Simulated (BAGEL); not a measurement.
# CH3NO2Si (SMILES N#C[SiH](O)O) at HF/3-21G (density fitting with qzvpp-jkfit)

Aim: the energy change on altering one bond length of CH3NO2Si at HF/3-21G (density fitting with qzvpp-jkfit), from 2 runs. 

The results are computed with BAGEL 1.2.2.

6 further runs of the same task are left out: 6 that didn't finish. Runs told in other sessions of the task aren't counted.

## Step 1: The system as given

CH3NO2Si: 8 atoms, total charge 0, spin state singlet. SMILES: `N#C[SiH](O)O`. The coordinates come from a GFN2-xTB relaxation. This is one conformer, not always the lowest.

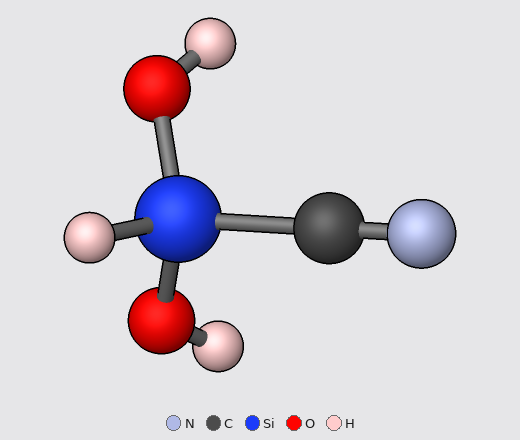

The structure, seen from a chosen angle (nitrogen light blue, carbon dark grey, silicon blue, oxygen red, hydrogen pink).

## Step 2: The energy at HF/3-21G (density fitting with qzvpp-jkfit)

hf.json

```json
{ "bagel": [

{
  "title": "molecule",
  "basis": "3-21g",
  "df_basis": "qzvpp-jkfit",
  "angstrom": true,
  "geometry": [
    { "atom": "N", "xyz": [    0.977550,   -1.875150,    1.633010 ] },
    { "atom": "C", "xyz": [    0.561850,   -0.972180,    1.064260 ] },
    { "atom": "Si", "xyz": [   -0.120290,    0.505610,    0.124790 ] },
    { "atom": "O", "xyz": [    0.940530,    0.914920,   -1.027160 ] },
    { "atom": "O", "xyz": [   -1.606230,    0.136160,   -0.402310 ] },
    { "atom": "H", "xyz": [   -0.273860,    1.685710,    0.939950 ] },
    { "atom": "H", "xyz": [    1.411810,    0.315080,   -1.597800 ] },
    { "atom": "H", "xyz": [   -1.891360,   -0.710150,   -0.734740 ] }
  ]
},
{
  "title": "hf"
},
{
  "title": "print",
  "file": "orbitals.molden",
  "orbitals": true
}

]}
```

On the command line:

```
$ BAGEL_NUM_THREADS=1 BAGEL hf.json > hf.out
```

What it wrote:

```text
* using 1 threads per process

  ===============================================================
  ===============================================================

  *** Geometry ***

  { "atom" : "N", "xyz" : [      1.847302,     -3.543520,      3.085942 ] },
  { "atom" : "C", "xyz" : [      1.061743,     -1.837154,      2.011160 ] },
  { "atom" : "Si", "xyz" : [     -0.227315,      0.955464,      0.235819 ] },
  { "atom" : "O", "xyz" : [      1.777344,      1.728948,     -1.941051 ] },
  { "atom" : "O", "xyz" : [     -3.035335,      0.257305,     -0.760256 ] },
  { "atom" : "H", "xyz" : [     -0.517520,      3.185530,      1.776248 ] },
  { "atom" : "H", "xyz" : [      2.667934,      0.595415,     -3.019404 ] },
  { "atom" : "H", "xyz" : [     -3.574152,     -1.341989,     -1.388457 ] },

  Number of auxiliary basis functions:      488

  Since a DF basis is specified, we compute 2- and 3-index integrals:
    o Being stored without compression. Storage requirement is 0.012 GB

  Number of basis functions:       55
  Number of electrons      :       46

    * METHOD: MOLECULE                             0.29

  *** RHF ***

  === Nuclear Repulsion ===
   212.0715271876

      * DIIS with orbital gradients will be used.

  === RHF iteration (3-21g) ===
      0       -529.67523158          0.03373880           0.06
      1       -529.80744358          0.02515637           0.06
      2       -529.92977358          0.00340867           0.06
      3       -529.93247644          0.00143697           0.06
      4       -529.93300269          0.00017561           0.06
      5       -529.93302113          0.00005377           0.06
      6       -529.93302281          0.00001547           0.06
      7       -529.93302298          0.00000494           0.06
      8       -529.93302299          0.00000323           0.06
      9       -529.93302300          0.00000192           0.06
     10       -529.93302300          0.00000080           0.06
     11       -529.93302300          0.00000031           0.06
     12       -529.93302300          0.00000007           0.06
     13       -529.93302300          0.00000003           0.06
     14       -529.93302300          0.00000001           0.06
    * SCF iteration converged.

    * Permanent dipole moment:
           (    0.140234,     0.387793,     0.916804) a.u.

    * METHOD: HF                                   1.09

    * METHOD: PRINT                                0.01

  ===============================================================
```

Wall time 1.6 s (1 thread of Arm Neoverse N1, shared host); peak memory 0.088 GiB.

## Step 3: The distorted shape, same level

input.json

```json
{ "bagel": [

{
  "title": "molecule",
  "basis": "3-21g",
  "df_basis": "qzvpp-jkfit",
  "angstrom": true,
  "geometry": [
    { "atom": "N", "xyz": [       1.054335,      -2.465202,       1.225429 ] },
    { "atom": "C", "xyz": [       0.638635,      -1.562232,       0.656679 ] },
    { "atom": "Si", "xyz": [      -0.043505,      -0.084442,      -0.282791 ] },
    { "atom": "O", "xyz": [       1.017315,       0.324868,      -1.434741 ] },
    { "atom": "O", "xyz": [      -1.529445,      -0.453892,      -0.809891 ] },
    { "atom": "H", "xyz": [      -0.273860,       1.685710,       0.939950 ] },
    { "atom": "H", "xyz": [       1.488595,      -0.274972,      -2.005381 ] },
    { "atom": "H", "xyz": [      -1.814575,      -1.300202,      -1.142321 ] }
  ]
},

{ "title": "hf" },

{ "title": "print", "file": "orbitals.molden", "orbitals": true }

]}
```

On the command line:

```
$ BAGEL_NUM_THREADS=1 BAGEL input.json > input.out
```

What it wrote:

```text
* using 1 threads per process

  ===============================================================
  ===============================================================

  *** Geometry ***

  { "atom" : "N", "xyz" : [      1.992404,     -4.658557,      2.315725 ] },
  { "atom" : "C", "xyz" : [      1.206845,     -2.952191,      1.240943 ] },
  { "atom" : "Si", "xyz" : [     -0.082213,     -0.159572,     -0.534398 ] },
  { "atom" : "O", "xyz" : [      1.922447,      0.613912,     -2.711268 ] },
  { "atom" : "O", "xyz" : [     -2.890232,     -0.857732,     -1.530472 ] },
  { "atom" : "H", "xyz" : [     -0.517520,      3.185530,      1.776248 ] },
  { "atom" : "H", "xyz" : [      2.813037,     -0.519622,     -3.789621 ] },
  { "atom" : "H", "xyz" : [     -3.429050,     -2.457026,     -2.158674 ] },

  Number of auxiliary basis functions:      488

  Since a DF basis is specified, we compute 2- and 3-index integrals:
    o Being stored without compression. Storage requirement is 0.012 GB

  Number of basis functions:       55
  Number of electrons      :       46

    * METHOD: MOLECULE                             0.30

  *** RHF ***

  === Nuclear Repulsion ===
   209.3173725311

      * DIIS with orbital gradients will be used.

  === RHF iteration (3-21g) ===
      0       -529.59241963          0.03375717           0.06
      1       -529.71961580          0.02560527           0.06
      2       -529.84645157          0.00347993           0.06
      3       -529.84930758          0.00143687           0.06
      4       -529.84985785          0.00017846           0.06
      5       -529.84987704          0.00005387           0.06
      6       -529.84987876          0.00001597           0.06
      7       -529.84987894          0.00000524           0.06
      8       -529.84987896          0.00000348           0.06
      9       -529.84987896          0.00000209           0.06
     10       -529.84987897          0.00000088           0.06
     11       -529.84987897          0.00000032           0.06
     12       -529.84987897          0.00000006           0.06
     13       -529.84987897          0.00000002           0.06
     14       -529.84987897          0.00000001           0.06
    * SCF iteration converged.

    * Permanent dipole moment:
           (    0.091197,     0.725697,     1.132283) a.u.

    * METHOD: HF                                   1.09

    * METHOD: PRINT                                0.01

  ===============================================================
```

Wall time 1.6 s (1 thread of Arm Neoverse N1, shared host); peak memory 0.088 GiB.

## Step 4: Results

At HF/3-21G (density fitting with qzvpp-jkfit):

| quantity | value |
| --- | --- |
| first shape: total energy | -529.93302 Eh |
| first shape: dipole moment | 2.56 D |
| first shape: HOMO energy | -13.37 eV |
| first shape: LUMO energy | 3.74 eV |
| first shape: HOMO–LUMO gap | 17.11 eV |
| distorted shape: total energy | -529.84988 Eh |
| distorted shape: dipole moment | 3.43 D |
| distorted shape: HOMO energy | -11.02 eV |
| distorted shape: LUMO energy | 2.27 eV |
| distorted shape: HOMO–LUMO gap | 13.29 eV |
| energy change with the Si3–H6 bond stretched from 1.442 to 2.164 Å | 2.262 eV |

With the Si3–H6 bond stretched from 1.442 to 2.164 Å the energy rises by 2.26 eV (52 kcal/mol). The first shape isn't relaxed at this level, so the change isn't measured from a minimum.
